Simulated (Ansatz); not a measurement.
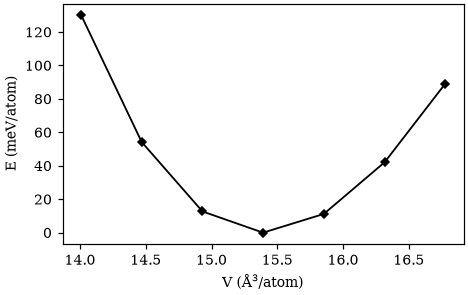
IrPt (CsCl type, Pm-3m) under volume change, DFT-PBE in the program Ansatz with PAW potentials, scaled uniformly.

Problem. What does a third-order Birch–Murnaghan fit give for V₀, B₀ and B′?

Solution. V₀ = 15.39 Å³/atom, B₀ = 275 GPa, B′ = 5.3.

The start of the workflow was typed in or built on a structure type; neither database checked (COD, Materials Project) lists it. Its standing as an ambient phase is unchecked. The cell was relaxed with PBE under the symmetry of its start; its stability against distortions is not shown here. The run is not spin-polarised. Its formation energy is positive at this level, so the cell may be metastable or incomplete. Scalar-relativistic: spin–orbit coupling is off unless named, which matters more the heavier the elements.

Potentials: the earlier of the program's two PAW sets.
